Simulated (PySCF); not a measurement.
C4H13BF2N2Si

| atom | x (Å) | y (Å) | z (Å) |
| --- | --- | --- | --- |
| C | -2.2726 | 0.0430 | 0.8833 |
| N | -1.7420 | 0.0101 | -0.4553 |
| C | -2.6886 | -0.3754 | -1.4680 |
| Si | -0.1853 | 0.6816 | -0.8036 |
| N | 0.9676 | 0.0290 | 0.3158 |
| C | 1.0956 | -1.3965 | 0.4888 |
| C | 2.0368 | 0.8044 | 0.9029 |
| B | 3.4396 | 0.6735 | 0.2062 |
| F | 3.5693 | 0.1782 | -1.0103 |
| F | 4.5439 | 1.0974 | 0.7985 |
| H | -1.4727 | 0.2791 | 1.6013 |
| H | -2.6962 | -0.9381 | 1.1705 |
| H | -3.0769 | 0.7963 | 1.0053 |
| H | -3.1158 | -1.3744 | -1.2563 |
| H | -3.5387 | 0.3312 | -1.5496 |
| H | -2.2013 | -0.4235 | -2.4532 |
| H | 0.0328 | 0.3548 | -2.2495 |
| H | -0.0360 | 2.1640 | -0.6145 |
| H | 1.1405 | -1.6672 | 1.5612 |
| H | 0.2196 | -1.9058 | 0.0597 |
| H | 2.0010 | -1.8099 | 0.0014 |
| H | 1.7836 | 1.8819 | 0.8605 |
| H | 2.1387 | 0.5910 | 1.9868 |

Geometry: PBE0-D3(BJ)/def2-SVP.

Level of theory: CAM-B3LYP/def2-SVPD, SCF density, gas phase (PySCF 2.14.0).

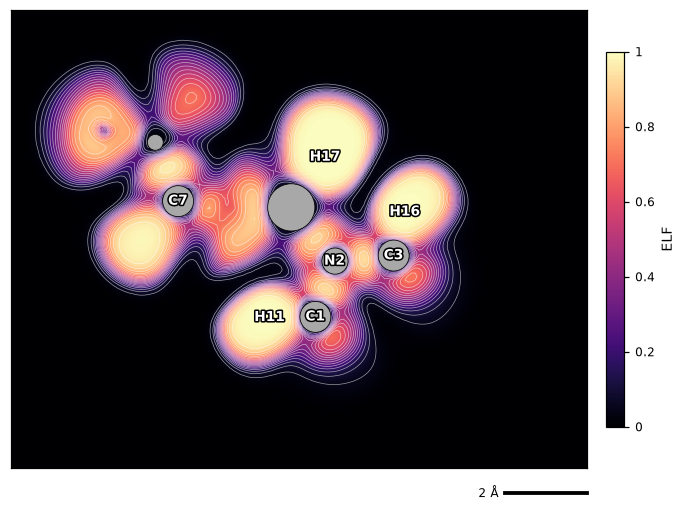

Figure 1. ELF on the plane of atoms N2, C1 and H11. Grey discs cover the atomic cores.

> Read the bonding off the picture.

The plane passes through C, N and H nuclei. C–N (1.44 Å): the ELF peaks at about 0.95 between the atoms; localised, covalent bonding. C–H (1.10 Å): the ELF climbs to about 1 towards the hydrogen, as it does in any bond to H (a covalent bond by its length). The ELF also peaks beside F10, away from the bonds: lone-pair regions.

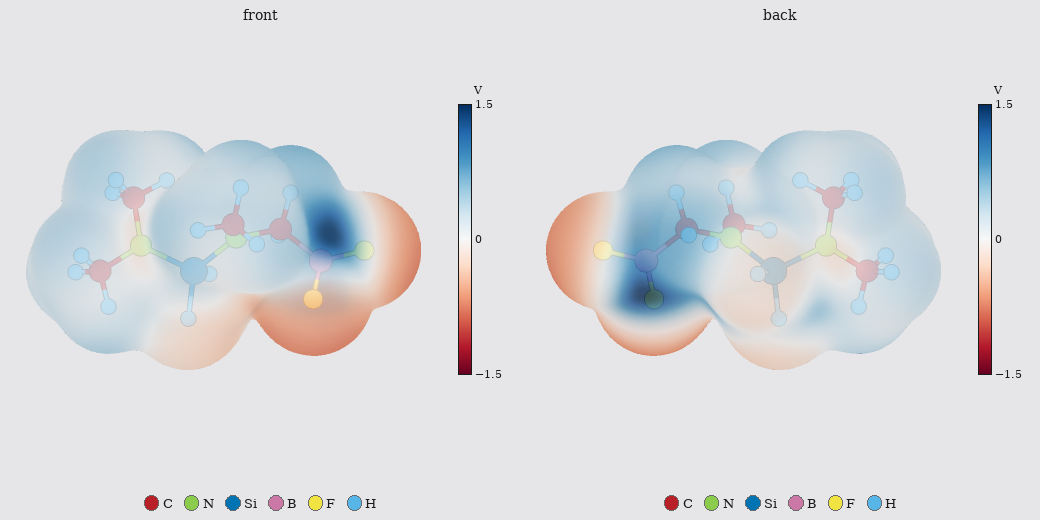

Figure 2. The molecular electrostatic potential painted on the density surface at 0.001 e/bohr³, seen from the front and from behind; red is negative and blue positive.

> Describe the electrostatic potential map.

The most negative region (about −0.7 V) lies over F9 and F10, the most positive (about +1.4 V) over B8.

> How polar is the molecule by this calculation?

Its dipole moment is 2.10 D.
